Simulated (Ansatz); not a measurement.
# Kohn anomalies in Cu-Os-Cu stack of (111) layers, part 2 of 2

Aim: see how the phonons of Cu-Os-Cu stack of (111) layers along the first symmetry line respond to the electronic smearing. The first relaxation steps of the session are not shown, so no cell shown is the starting entry, unless a step says so.

Ansatz 0.2.0; DFT PBEsol, scalar-relativistic, plane waves, PAW; PAW set soft_1.

So far. Step 4 (Wavevectors along a line: Fermi–Dirac smearing of 0.25 …): Against step 3 (now smearing width 0.25 eV), the free energy moves by -74.2 meV an atom. Step 5 (Phonons along a line: Fermi–Dirac smearing of 0.04 eV): Against step 3 (now smearing width 0.04 eV), the free energy moves by +10.8 meV an atom.

## Step 6: Phonons along a line: Methfessel–Paxton smearing of 0.2 eV

Each wavevector is solved by itself, so no interpolation smooths a dip of the branch.

The input, input.yaml:

```yaml
crystal:
  lattice:
    - [2.5885542713, 0.0, 0.0]
    - [-1.2942771357, 2.2417537581, 0.0]
    - [0.0, 0.0, 32.6490652006]
  atoms:
    - { symbol: Cu, position: [0.0, 0.0, 0.1701572757] }
    - { symbol: Os, position: [0.3333333333, 0.6666666667, 0.2362170234] }
    - { symbol: Cu, position: [0.6666666667, 0.3333333333, 0.3022767711] }
  periodic: [true, true, false]
kpoints:
  mp_grid: { grid: [18, 18, 1] }
hamiltonian:
  xc: pbesol
  pseudopotentials: { kind: paw, azcp: { folder: soft_1 }, xc_functional: pbe }
scf:
  occupations: { method: methfessel_paxton, width: 0.2 }
output:
  eigenvalues: true
phonons:
  method: dfpt
  qpoints:
    - [0, 0, 0]
    - [0.166666667, 0.0, 0.0]
    - [0.333333333, 0.0, 0.0]
    - [0.5, 0.0, 0.0]
```

Launch:

```bash
ansatz run input.yaml --threads 4 --pin off --max-ram 12288MiB --backend cpu --events-out ev --progress --plain --runs-dir out
```

Numbers of over 12 decimals in the logs are rounded to 6 here.

The program printed:

```text
[...]
Crystal: 3 atoms, lattice volume = 189.459 Å³
Basis set: ecut = 420 eV, 3787 PW (Γ), exchange–correlation on 36×36×450 points (8 copies of the dense FFT grid, shifted against one another)
Bands: 33, of which v1, the nominal top of the filled ones, is band 27 counted from 1 (26 counted from 0)
Symmetry: 12 space group operations
k-points: 37 of 324 (irreducible under 6 space group operations, time reversal used)
[...]
SCF iter   1: F=—  HF=-24432.851189 eV  |F-HF|=—  |Δ(HF+E_count)|=         —  Δρ=1.98e-1  dr2=8.43e1  ethr=3.10e-3  ⟨swp⟩=15.8  Hψ=9730  notcnv=0
[...]
SCF iter  14: F=-24427.596887 eV  HF=-24427.596887 eV  |F-HF|=3.64e-12  |Δ(HF+E_count)|=  2.11e-10  S|Δr|=    0.00e0  Δρ=4.63e-8  dr2=4.10e-12  ethr=1.00e-12  ⟨swp⟩=23.4  Hψ=10751  notcnv=0
SCF 1 converged in 14 iterations: F = -24427.596887 eV  dr2 = 4.10e-12
[...]
SCF converged after 14 iterations
Stability not checked: this state was not tested for a lower state beside it, because cold or Methfessel-Paxton smearing, or corrected tetrahedra, fill the levels in a way that the test cannot read (fill_not_monotonic; see scf.lower_state_search)
Free energy (F): -24427.596887 eV
[...]
Internal energy: -24427.602558 eV  (E = F + TS)
E sigma→0 (E₀):  -24427.598305 eV
Entropy (-TS):   0.005672 eV (1.891 meV/atom)
Fermi energy:    -5.336265 eV
[...]
--- Band table (eV; the first three rows and the last of 37) ---
  k-point 0: bands = [... 23 lower, -7.2311, -7.2311, -6.9701, -6.9701, -6.4358, -5.1645, -4.0064, -4.0064, ... 2 higher]
  k-point 1: bands = [... 23 lower, -7.3560, -7.2453, -7.0487, -6.9374, -6.2456, -5.3493, -4.0407, -3.7185, ... 2 higher]
  k-point 2: bands = [... 23 lower, -7.5644, -7.2823, -7.2346, -6.7955, -5.8616, -5.6031, -4.1375, -3.1233, ... 2 higher]
  k-point 36: bands = [... 23 lower, -7.0315, -6.6033, -6.6033, -5.1338, -0.5358, -0.0196, -0.0196, 0.2673, ... 2 higher]
[...]
ASR residual: 1.390e-4 → 0.000e0 eV/Å²; symmetrization residual: 1.385e-5 eV/Å²
[...]
ASR residual per site (eV/Å²): 5.22e-5 1.39e-4 3.82e-5
  Γ frequencies (cm⁻¹): 0.00 0.00 0.00 81.36 81.36 98.71 98.71 162.67 191.22
[...]
--- Phonons (arbitrary-q DFPT): 4 explicit q-points ---
[...]
```

Run time: 12 min. Hardware: 4 threads of Arm Neoverse V2, shared host; peak memory 3.8 GiB; 45 min of CPU time.

Each wavevector solved by linear response. Frequency against |q| along the line; 7 of 9 lines:

```
|q| along the line (Å⁻¹)  mode 1 (cm⁻¹)  mode 2 (cm⁻¹)  mode 3 (cm⁻¹)  mode 4 (cm⁻¹)  mode 5 (cm⁻¹)  mode 6 (cm⁻¹)  mode 7 (cm⁻¹)
                   0.000              0              0              0           81.4           81.4           98.7           98.7
                   0.467           26.6           60.4           98.5            105            114            122            141
                   0.934           51.2           92.4            124            136            138            161            173
                   1.401           58.3           96.2            136            143            146            171            191
```

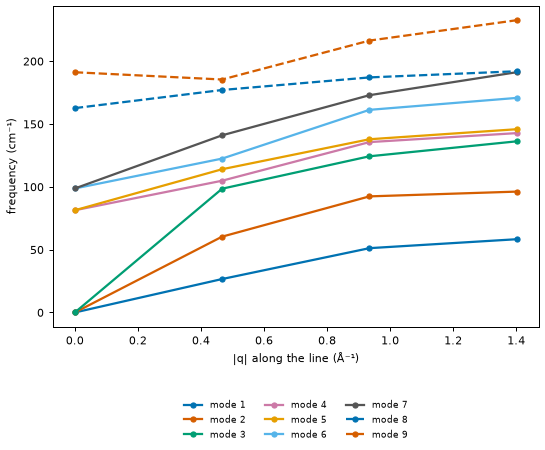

Frequency, plotted against |q| along the line.

Against step 3 (now occupations Methfessel-Paxton and smearing width 0.2 eV), the free energy moves by +13.2 meV an atom.

## Step 7: Smearing and the soft branch

Lowest frequency against |q| along the line:

```
|q| along the line (Å⁻¹)  fermi dirac 0.1 eV, k 18x18x1 (cm⁻¹)  fermi dirac 0.25 eV, k 18x18x1 (cm⁻¹)  fermi dirac 0.04 eV, k 18x18x1 (cm⁻¹)  methfessel paxton 0.2 eV, k 18x18x1 (cm⁻¹)
                   0.000                                     0                                      0                                      0                                           0
                   0.467                                  27.3                                   28.3                                   26.7                                        26.6
                   0.934                                  47.7                                   45.8                                   49.4                                        51.2
                   1.401                                  53.5                                   50.9                                   63.4                                        58.3
```

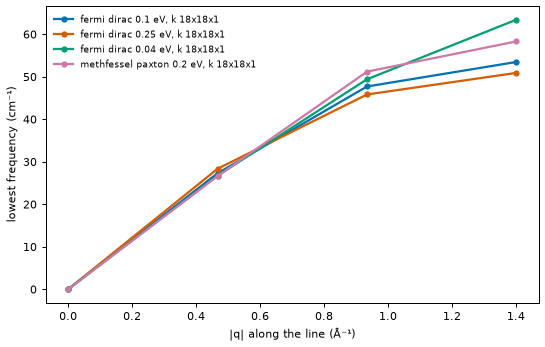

Lowest frequency against |q| along the line.

## Step 8: Results

```yaml
phonon_run_of_the_rows_without_a_label_of_their_own: PBEsol, k 18×18×1
lowest_branch_at_the_last_solved_point_fermi_dirac_0p1_ev: 53.5 cm⁻¹ at |q| = 1.40 Å⁻¹
lowest_branch_at_the_last_solved_point_fermi_dirac_0p25_ev: 50.9 cm⁻¹ at |q| = 1.40 Å⁻¹
lowest_branch_at_the_last_solved_point_fermi_dirac_0p04_ev: 63.4 cm⁻¹ at |q| = 1.40 Å⁻¹
lowest_branch_at_the_last_solved_point_methfessel_paxton_0p2_ev: 58.3 cm⁻¹ at |q| = 1.40 Å⁻¹
```

No branch softens by more than 4 % of the top frequency as the smearing narrows, so no anomaly that hangs on the smearing shows at these points. The line holds 4 wavevectors, so a narrow dip between them would be missed. Between Fermi–Dirac 0.25 eV and Fermi–Dirac 0.04 eV the largest change, with modes counted by rank of frequency, is in mode 1 at |q| = 1.40 Å⁻¹, from 50.9 to 63.4 cm⁻¹. Where branches cross, a count by rank can hide a softening. At the narrowest width the k mesh may not resolve the Fermi surface, so part of the change can be mesh noise. Spin–orbit coupling, left out here, matters for Os. The PAW files were made for PBE; under other functionals the run regenerates their frozen core. The structure was built by hand as an ordered model, and its stability against other phases was not tested.

[Logs are printed without paths, hosts, clocks, repeated set-up lines and the standing remarks that a program may print on its own settings, such as how far it seeks lower states.]

[Hosts, paths, dates, database ids (printed as entryN), source tags and the programs' standing remarks are cut or masked in the printed files.]
